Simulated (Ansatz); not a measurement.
# GaPHS+ (triplet): the correlation ladder, cc-pVDZ

Aim: climb from Hartree-Fock through coupled cluster for GaPHS+ (triplet) at one geometry and basis, and see what each rung misses.

Program: Ansatz 0.2.0, Gaussian basis. Level of theory: cc-pVDZ, core rule «outside noble gas», up to 24 orbitals frozen. These are calculated values, not measurements.

To be run: UHF; CCSD(T) on ROHF; CCSD(T) on UHF; BCCD(T) on ROHF; CISD; CCSDT(Q) on ROHF; CCSDT(Q) on UHF.

30 further runs of the same task are left out: 3 for a known fault of the program, 10 that didn't finish, 17 set aside as unsound or not needed.

## (1) The system

The geometry is a PBE0/def2-TZVP stationary point (not a proven minimum) of the parent state, kept for this charge and spin. No spin-orbit coupling is included. The filled d shell of Ga may be among the frozen orbitals whatever the setting's name suggests; the logs give the count.

4 atoms, charge 1, spin multiplicity 3.

Atoms are counted from 1 here; the program's logs count them from 0.

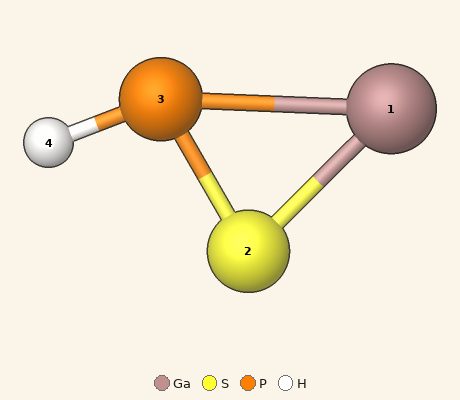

The geometry (gallium pink, sulfur yellow, phosphorus orange, hydrogen white); atoms are numbered from 1 in the order of the file.

## (2) UHF

Contents of in.yaml:

```yaml
crystal:
  periodic: [false, false, false]
  atoms:
    - {symbol: Ga, position_ang: [0.000000, -0.135446, 1.120787]}
    - {symbol: S, position_ang: [0.000000, 1.132131, -0.896746]}
    - {symbol: P, position_ang: [0.000000, -0.846268, -1.500035]}
    - {symbol: H, position_ang: [0.000000, -0.640869, -2.905642]}
basis:
  gaussian: {orbitals: cc-pVDZ}
total_charge: 1
magnetization: {spin_polarized: true, initial_magnetization: 2}
hamiltonian: {xc: hf}
output: {orbitals: {seedname: orbitals}}
```

Launch:

```sh
ansatz run in.yaml --threads 1 --pin off --events-out ev --progress --plain --max-ram 2393MiB
```

The runs that follow: CCSD(T) on ROHF; CCSD(T) on UHF; BCCD(T) on ROHF; CISD; CCSDT(Q) on ROHF; CCSDT(Q) on UHF.

Q: Predict the results of all the runs planned. Wanted: UCCSDT(Q) below the RHF energy; RMP2 from UCCSDT(Q); UMP2 from UCCSDT(Q); RCCSD from UCCSDT(Q); RCCSD(T) from UCCSDT(Q); UCCSD(T) from UCCSDT(Q); RCCSDT(Q) from UCCSDT(Q); T1 diagnostic.

**Answer**, as computed:

```
                         quantity                      value
   UCCSDT(Q) below the RHF energy                 -8.7534 eV
              RMP2 from UCCSDT(Q)                +1420.5 meV
              UMP2 from UCCSDT(Q)                +1523.4 meV
             RCCSD from UCCSDT(Q)                 +409.9 meV
          RCCSD(T) from UCCSDT(Q)                  +75.2 meV
          UCCSD(T) from UCCSDT(Q)                  +75.5 meV
         RCCSDT(Q) from UCCSDT(Q)                   +5.8 meV
levels within 1 kcal/mol (43 meV)  RCCSDT, UCCSDT, RCCSDT(Q)
                    T1 diagnostic                      0.032
```

In words: RCCSD(T) misses by +75.2 meV, 0.9 % of the correlation energy. These misses are within one basis, not against nature; the frozen cores of restricted and unrestricted runs differ, which can shift their rows.
